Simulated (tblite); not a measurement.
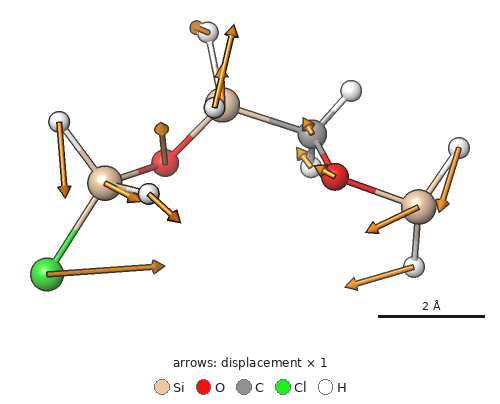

This is a relaxation of CH8ClO2Si3 (multiplicity 2). The starting structure is drawn; orange arrows show the displacements, at their true length. The two geometries are superimposed by the best rigid fit.

A ball-and-stick model, seen face on.

Method: GFN2-xTB geometry optimisation, gas phase in tblite 0.8.0. 

What did the optimiser do to the structure, and how much energy did it gain?

After 219 geometry steps the energy has fallen by 1.403 eV. The Cl atom moves most after the best rigid fit: 2.41 Å. Largest moves by element: Cl 2.41 Å, H 1.67 Å, O 1.33 Å, Si 1.15 Å, C 0.41 Å. Near-neighbour distances that change, for instance: Si–Si 2.727 → 3.119 Å, O–Si 1.719 → 1.619 Å, Cl–Si 2.100 → 2.001 Å, O–Si 1.704 → 1.626 Å. Bond angles that change, for instance: Si–O–Si 105.6° → 148.0°, Si–O–C 112.0° → 126.9°, H–Si–H 106.8° → 115.8°. Groups turn about O–Si by about 120°, O–Si by about 105°, C–Si by about 45°. The run took 1.8 s on 1 thread of Arm Neoverse V2, with other jobs on the host.
